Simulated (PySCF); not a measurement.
# GaF₂: relaxation and vibrations of the doublet

The task is one start of a wider search on GaF₂: the doublet, from a linear start. It is relaxed, tested by its Hessian and followed downhill if it is a saddle.

Computed with PySCF 2.14.0. Level: PBE0, basis Ga def2-TZVP, F def2-TZVP, no relativity, density fitting.

## (1) Starting geometry

3 atoms, charge 0, spin multiplicity 2.

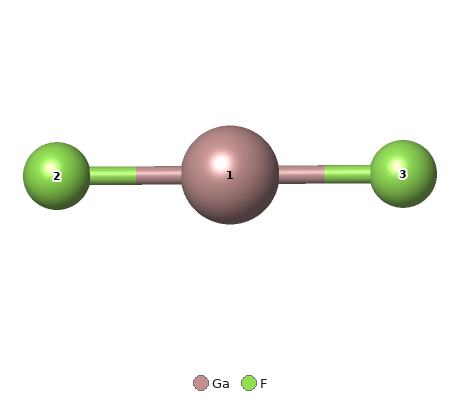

The starting geometry (gallium pink, fluorine green); atoms are numbered from 1 in the order of the file.

```xyz
3
charge 0 multiplicity 2
Ga    0.0000    0.0000    0.0000
F     0.0000    0.0000    1.8800
F     0.0000    0.0000   -1.8800
```

## (2) Finding the electronic state

One driver script runs all steps and calls PySCF; scf.py shows how it sets up the SCF of each step. The optimiser is the driver's own. After this first run the driver tries any further starts and a stability analysis.

Contents of scf.py:

```python
from pyscf import gto, scf, dft
mol = gto.M(atom='''
Ga     0.000000     0.000000     0.000000
F      0.000000     0.000000     1.880000
F      0.000000     0.000000    -1.880000''',
    basis={'Ga': 'def2-TZVP', 'F': 'def2-TZVP'},
    charge=0, spin=1)
mf = dft.UKS(mol, xc='PBE0')
mf.grids.atom_grid = (50, 194)
aux = {'Ga': 'def2-universal-JKFIT', 'F': 'def2-universal-JKFIT'}
mf = mf.density_fit(auxbasis=aux)
mf.conv_tol = 1e-08
mf.diis_space = 10
mf.max_cycle = 60
mf.init_guess = 'minao'
mf.verbose = 4
mf.kernel()
```

The run is started by

```console
> OMP_NUM_THREADS=4 python axn.py task.json out
```

What it wrote:

```text
init E= -2123.56314780314
[... the frontier-level lines of each cycle are left out ...]
cycle= 1 E= -2124.0012034629  delta_E= -0.438  |g|= 0.822  |ddm|= 1.16
cycle= 2 E= -2122.95346028004  delta_E= 1.05  |g|= 1.97  |ddm|= 1.37
cycle= 3 E= -2124.20170698007  delta_E= -1.25  |g|= 0.175  |ddm|= 0.991
cycle= 4 E= -2124.20730061752  delta_E= -0.00559  |g|= 0.078  |ddm|= 0.108
cycle= 5 E= -2124.20860613211  delta_E= -0.00131  |g|= 0.0144  |ddm|= 0.0366
cycle= 6 E= -2124.20870670247  delta_E= -0.000101  |g|= 0.00203  |ddm|= 0.0121
cycle= 7 E= -2124.20871270197  delta_E= -6e-06  |g|= 0.00061  |ddm|= 0.00482
cycle= 8 E= -2124.20871295884  delta_E= -2.57e-07  |g|= 0.000125  |ddm|= 0.000823
cycle= 9 E= -2124.2087129763  delta_E= -1.75e-08  |g|= 3.38e-05  |ddm|= 0.000214
cycle= 10 E= -2124.20871297723  delta_E= -9.24e-10  |g|= 4.93e-06  |ddm|= 4.21e-05
Extra cycle  E= -2124.20871297722  delta_E= 6.37e-12  |g|= 6.69e-06  |ddm|= 6.01e-06
converged SCF energy = -2124.20871297722  <S^2> = 0.75373531  2S+1 = 2.0037318
```

This step, with its further starts and checks, took 5.6 s on 4 threads of Arm Neoverse V2, shared host.

No lower solution of this spin turned up in the test of internal stability.

## (3) Relaxing the doublet from the linear start

The program finds D∞h symmetry in the start, which this walk keeps.

Changes to scf.py since step 2:

```diff
@@ -15 +14,0 @@
-mf.init_guess = 'minao'
```

The optimiser's trace:

| step | energy (Eh) | change (kJ/mol) | largest symmetric gradient (Eh/bohr) |
| --- | --- | --- | --- |
| 0 | -2124.208713 | 0.00 | 0.02658 |
| 1 | -2124.213318 | -12.09 | 0.00383 |
| 2 | -2124.213386 | -12.27 | 0.00108 |
| 3 | -2124.213391 | -12.28 | 0.00003 |

The walk took 5.9 s.

Positions (Å) and forces (eV/Å) along the way:

```
step 0
Ga   0.000   0.000   0.000   0.000   0.000   0.000
F    0.000   0.000   1.880   0.000   0.000  -1.367
F    0.000   0.000  -1.880   0.000   0.000   1.367
step 1
Ga   0.000   0.000   0.000   0.000   0.000   0.000
F    0.000   0.000   1.804   0.000   0.000  -0.197
F    0.000   0.000  -1.804   0.000   0.000   0.197
step 2
Ga   0.000   0.000   0.000   0.000   0.000   0.000
F    0.000   0.000   1.791   0.000   0.000   0.056
F    0.000   0.000  -1.791   0.000   0.000  -0.056
step 3
Ga   0.000   0.000   0.000   0.000   0.000   0.000
F    0.000   0.000   1.794   0.000   0.000  -0.002
F    0.000   0.000  -1.794   0.000   0.000   0.002
```

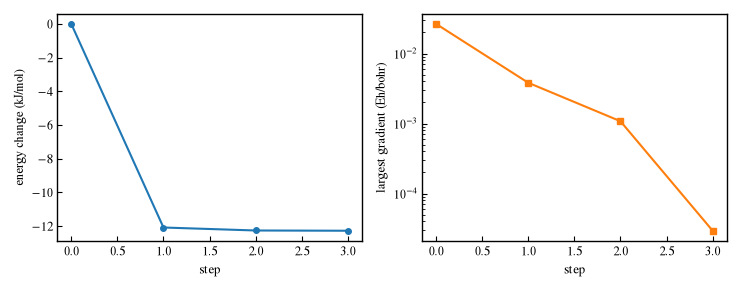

Energy and largest gradient along the walk.

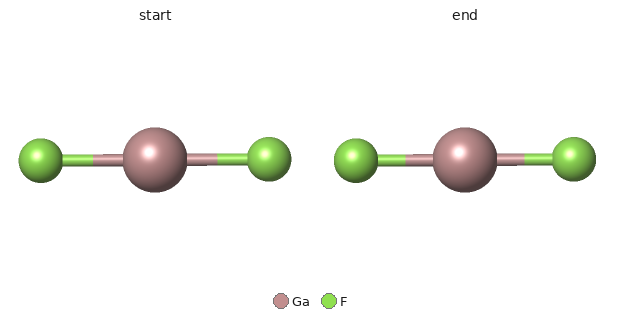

Start and end of the relaxation.

It settles in D∞h symmetry, 12.3 kJ/mol below the start, after 3 steps: Ga–F 1.794 Å (×2); F–Ga–F 180.0°.

## (4) Is it a minimum? Harmonic modes

On the finer grid the gradient is checked again; gradients at displacements of ±0.02 bohr then give force constants and infrared intensities.

Changes to scf.py since step 3:

```diff
@@ -3,3 +3,3 @@
-Ga     0.000000     0.000000     0.000000
-F      0.000000     0.000000     1.880000
-F      0.000000     0.000000    -1.880000''',
+Ga    -0.000000     0.000000    -0.000000
+F      0.000000    -0.000000     1.794538
+F     -0.000000     0.000000    -1.794538''',
@@ -9 +9 @@
-mf.grids.atom_grid = (50, 194)
+mf.grids.atom_grid = (75, 302)
@@ -12 +12 @@
-mf.conv_tol = 1e-08
+mf.conv_tol = 1e-10
```

This SCF starts from the last density.

SCF at the final geometry:

```text
init E= -2124.21333457407
[... the frontier-level lines of each cycle are left out ...]
cycle= 1 E= -2124.21333457407  delta_E= 1.82e-12  |g|= 4.53e-06  |ddm|= 3.48e-06
Extra cycle  E= -2124.21333457407  delta_E= -2.73e-12  |g|= 6.2e-06  |ddm|= 4.6e-06
converged SCF energy = -2124.21333457407  <S^2> = 0.75287355  2S+1 = 2.0028715
```

The whole step took 21 s.

Geometry: D∞h; Ga–F 1.795 Å (×2); F–Ga–F 180.0°.

Modes, for the most abundant isotopes:

```json
{"symmetry": "πu", "ω (cm⁻¹)": "208i", "IR (km/mol)": "0.1", "type": "bend"}
{"symmetry": "σg+", "ω (cm⁻¹)": "535", "IR (km/mol)": "0.0", "type": "stretch"}
{"symmetry": "σu+", "ω (cm⁻¹)": "623", "IR (km/mol)": "165", "type": "stretch"}
```

With 2 modes imaginary (up to 208i cm⁻¹) this point is a saddle.

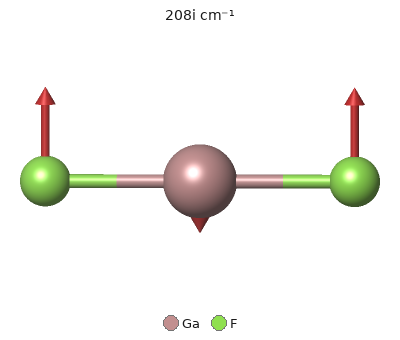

The imaginary mode, as arrows.

Constants and moments:

```
Dipole moment                                                   : 0.00 D
Highest occupied level                                          : -6.56 eV
Lowest empty level                                              : -3.61 eV
Rotational constants                                            : 0.1378 cm⁻¹
Zero-point energy (real modes)                                  : 6.9 kJ/mol
Principal polarisabilities                                      : 35.4, 35.4, 36.2 bohr³
Atomisation energy without zero-point energy                    : 811 kJ/mol
Principal traceless quadrupole moments about the centre of mass : -12.79, 6.40, 6.40 D Å
Spin squared ⟨S²⟩                                               : 0.753
```

Charges (e) and bond orders:

| atom | Mulliken | Löwdin | polar tensor | spin (Mulliken) | Mayer order to Ga1 |
| --- | --- | --- | --- | --- | --- |
| Ga1 | 0.68 | 0.33 | 0.70 | 0.74 | – |
| F2,3 | -0.34 | -0.16 | -0.35 | 0.13 | 0.97 |

Outer orbital energies (eV). α occupied: -24.45, -13.96, -12.99, -11.57, -11.57, -11.21, -11.21, -6.56; empty: -1.84, -1.84, 2.08, 4.45. β occupied: -24.52, -24.20, -13.03, -11.90, -11.40, -11.40, -11.07, -11.07; empty: -3.61, -0.94, -0.94, 2.39.

Mulliken populations on Ga1: s 7.40, p 12.61, d 10.22, f 0.08.

## (5) Downhill along the imaginary mode

The start is the last point, displaced along its most imaginary mode.

The program finds C2v symmetry in the start, which this walk keeps.

Changes to scf.py since step 4:

```diff
@@ -3,3 +3,3 @@
-Ga    -0.000000     0.000000    -0.000000
-F      0.000000    -0.000000     1.794538
-F     -0.000000     0.000000    -1.794538''',
+Ga     0.001472     0.066136     0.000000
+F     -0.002671    -0.119970     1.794538
+F     -0.002671    -0.119970    -1.794538''',
@@ -9 +9 @@
-mf.grids.atom_grid = (75, 302)
+mf.grids.atom_grid = (50, 194)
@@ -12 +12 @@
-mf.conv_tol = 1e-10
+mf.conv_tol = 1e-08
```

The optimiser's trace:

| step | energy (Eh) | change (kJ/mol) | largest symmetric gradient (Eh/bohr) |
| --- | --- | --- | --- |
| 0 | -2124.215545 | 0.00 | 0.01062 |
| 1 | -2124.219671 | -10.83 | 0.01461 |
| 2 | -2124.225591 | -26.38 | 0.01527 |
| 3 | -2124.229123 | -35.65 | 0.03196 |
| 4 | -2124.234078 | -48.66 | 0.01404 |
| 5 | -2124.235780 | -53.12 | 0.00456 |
| 6 | -2124.236333 | -54.58 | 0.00099 |
| 7 | -2124.236355 | -54.63 | 0.00027 |
| 8 | -2124.236355 | -54.64 | 0.00001 |

The walk took 17 s.

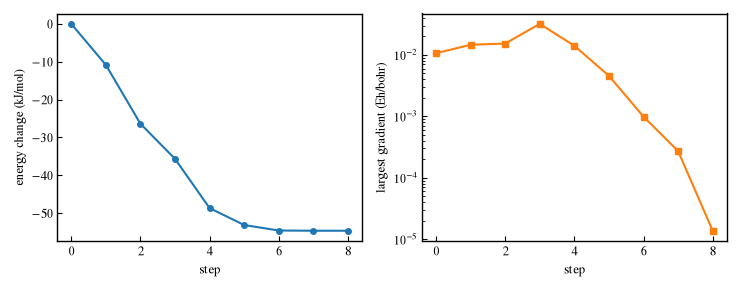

How energy and gradient fall.

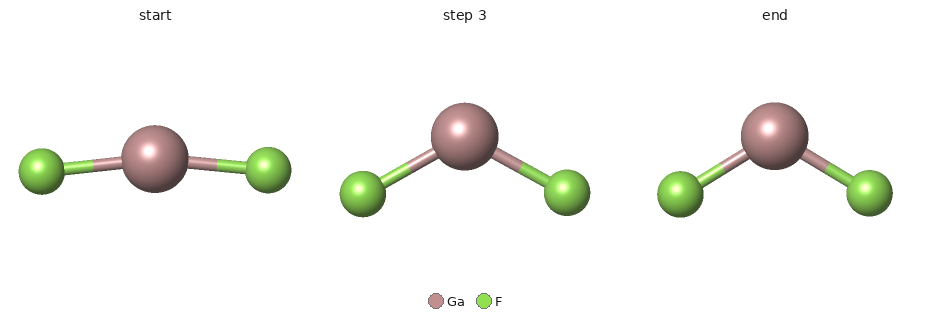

The geometry along the walk, at one scale.

End point (C2v, 8 steps, 54.6 kJ/mol gained): Ga–F 1.756 Å (×2); F–Ga–F 117.2°.

## (6) Vibrations and properties at this point

The same treatment as at the point before.

Changes to scf.py since step 5:

```diff
@@ -3,3 +3,3 @@
-Ga     0.001472     0.066136     0.000000
-F     -0.002671    -0.119970     1.794538
-F     -0.002671    -0.119970    -1.794538''',
+Ga     0.007329     0.329220    -0.000000
+F     -0.013168    -0.591466     1.495441
+F     -0.013168    -0.591466    -1.495441''',
@@ -9 +9 @@
-mf.grids.atom_grid = (50, 194)
+mf.grids.atom_grid = (75, 302)
@@ -12 +12 @@
-mf.conv_tol = 1e-08
+mf.conv_tol = 1e-10
```

Log of the central SCF (cycles and frontier levels):

```text
init E= -2124.23652164216
[... the frontier-level lines of each cycle are left out ...]
cycle= 1 E= -2124.23652164214  delta_E= 1.27e-11  |g|= 1.37e-05  |ddm|= 9.13e-06
cycle= 2 E= -2124.23652164208  delta_E= 6.73e-11  |g|= 2.2e-05  |ddm|= 1.47e-05
cycle= 3 E= -2124.23652164217  delta_E= -9.69e-11  |g|= 1.55e-06  |ddm|= 9.3e-06
Extra cycle  E= -2124.23652164218  delta_E= -9.09e-12  |g|= 2.36e-06  |ddm|= 1.63e-06
converged SCF energy = -2124.23652164218  <S^2> = 0.75241128  2S+1 = 2.0024098
```

The whole step took 31 s on 4 threads of Arm Neoverse V2, shared host.

Geometry: C2v; Ga–F 1.756 Å (×2); F–Ga–F 116.7°.

Harmonic modes (main isotopes):

```csv
symmetry,ω (cm⁻¹),IR (km/mol),μ (u)
a1,176,23.1,22.54
a1,643,46.1,21.12
b2,682,120,23.95
```

Every mode is real; the point is a minimum.

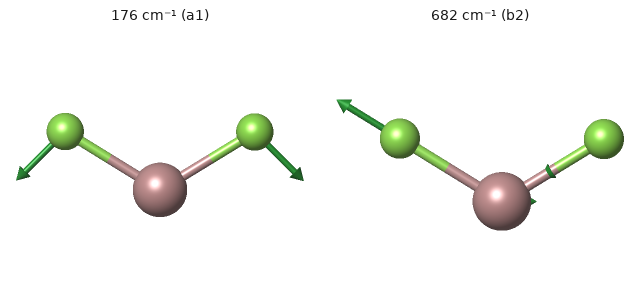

Displacements of 2 of the modes, as arrows (one member where a mode is degenerate).

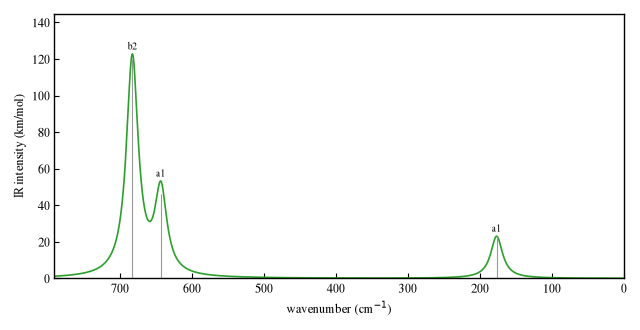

The harmonic infrared spectrum (widths in cm⁻¹). Lines are broadened to a width of 20 cm⁻¹ (Lorentzian).

Properties at this point:

* Dipole moment: 2.44 D
* Highest occupied level: -7.75 eV
* Lowest empty level: -4.28 eV
* Rotational constants: 0.8115, 0.1984, 0.1594 cm⁻¹
* Zero-point energy: 9.0 kJ/mol
* Principal polarisabilities: 26.1, 27.1, 30.7 bohr³
* Atomisation energy without zero-point energy: 872 kJ/mol
* Principal traceless quadrupole moments about the centre of mass: -8.01, 1.70, 6.31 D Å
* Entropy at 298.15 K and 1 bar (electronic part: spin only): 279.0 J/(mol K)
* Heat capacity Cp at 298.15 K: 48.6 J/(mol K)
* Enthalpy at 298.15 K above 0 K: 12.17 kJ/mol
* Rotational symmetry number: 2
* Spin squared ⟨S²⟩: 0.752

Populations by atom (charges in e):

```tsv
atom	Mulliken	Löwdin	polar tensor	spin (Mulliken)	Mayer order to Ga1
Ga1	0.70	0.25	1.16	0.83	–
F2,3	-0.35	-0.13	-0.58	0.09	1.00
```

Mulliken populations on Ga1: s 7.22, p 12.79, d 10.22, f 0.08.

## (7) All stationary points

| spin | group | bonds | imaginary modes (cm⁻¹) | ΔE (kJ/mol) | with zero-point energy |
| --- | --- | --- | --- | --- | --- |
| doublet | C2v | Ga–F 1.756 Å (×2) | none | 0.0 | 0.0 |
| doublet | D∞h | Ga–F 1.795 Å (×2) | 208i, 208i | 60.9 | – |

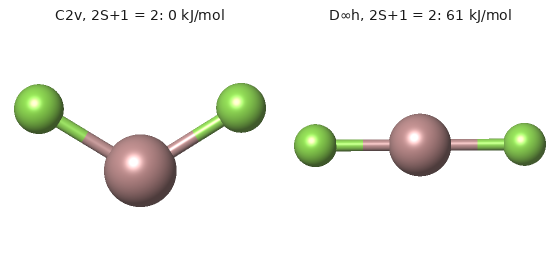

The points, lowest first (gallium pink, fluorine green).

## (8) Summary of results

| quantity | value |
| --- | --- |
| minimum | doublet, C2v |
| geometry | Ga–F 1.756 Å (×2); F–Ga–F 116.7° |
| wavenumbers (cm⁻¹) | 176 (a1), 643 (a1), 682 (b2) |
| dipole moment | 2.44 D |
| highest occupied, lowest empty level (either spin) | -7.75, -4.28 eV |
| polar-tensor charge of Ga1 | +1.16 e |
| zero-point energy | 9.0 kJ/mol |
| entropy at 298.15 K | 279.0 J/(mol K) |
| atomisation energy (no zero-point energy) | 872 kJ/mol |
| ⟨S²⟩ | 0.752 |

**Reading.** From D∞h at the start the molecule goes to a C2v minimum, after a stop at a second-order saddle point 60.9 kJ/mol higher, from which it was pushed off along an imaginary mode. The strongest infrared band lies at 682 cm⁻¹ (b2, stretch). Most of the spin sits on Ga1 (Mulliken spin 0.83, against 1 for the whole molecule). Other starts or spin states, not run here, may lie lower.

The search up to here took 81 s.
